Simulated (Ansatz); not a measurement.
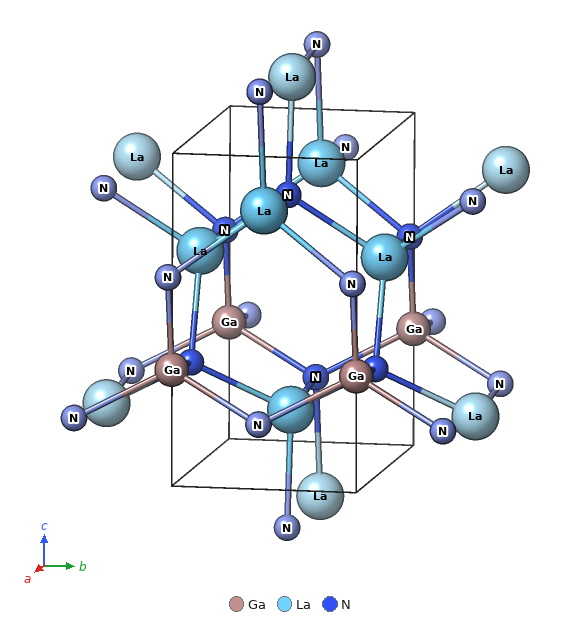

The image is a ball-and-stick drawing of a crystal, viewed slightly off an axis. Thin lines show the conventional unit cell, with boundary atoms drawn in all their periodic places. The first bonded neighbours in the surrounding cells are also shown, in fainter colours.

La$_{3}$GaN$_{4}$, space group Pm (No. 6), a = 5.743 Å, b = 3.849 Å, c = 6.880 Å, α = 90.00°, β = 91.00°, γ = 90.00°. Provenance: a structure type filled with these elements by a generator (whether the compound takes this form wasn't checked). Earlier steps of the study may have refined or changed the cell and positions. Ansatz was used for an electronic-structure calculation on it.

This one geometry was computed with Ansatz (DFT, plane waves, PAW) at five levels of theory: HSE06, PBE, PBE with spin-orbit coupling, r2SCAN and PBE0. It was relaxed beforehand with r2SCAN.

Which level gives the highest pressure at this volume, and what does that say about its equilibrium volume?

Highest: PBE (1.3 GPa) and PBE with spin-orbit coupling (1.2 GPa), which points to the largest equilibrium volume. Lowest, with the smallest volume: HSE06 (-0.7 GPa) and PBE0 (-0.7 GPa). Levels within 0.5 GPa of each other can't be told apart.

How does the band gap change with the level of theory?

PBE with spin-orbit coupling: a gap of 0.60 eV, indirect; PBE: a gap of 0.61 eV, indirect; r2SCAN: a gap of 0.86 eV, indirect; HSE06: a gap of 1.53 eV, indirect; PBE0: a gap of 2.22 eV, indirect.

Collect the results in a table.

| level | cutoff (eV) | k-mesh of the run's cell | gap (eV) | pressure (GPa) |
| --- | --- | --- | --- | --- |
| HSE06 | 420 | 4×4×2 | 1.53 | -0.7 |
| PBE | 420 | 4×6×4 | 0.61 | 1.3 |
| PBE with spin-orbit coupling | 420 | 4×6×4 | 0.60 | 1.2 |
| r2SCAN | 500 | 4×6×4 | 0.86 | 0.0 |
| PBE0 | 420 | 4×4×2 | 2.22 | -0.7 |

Gaps are taken on the k-mesh or band path of each run.
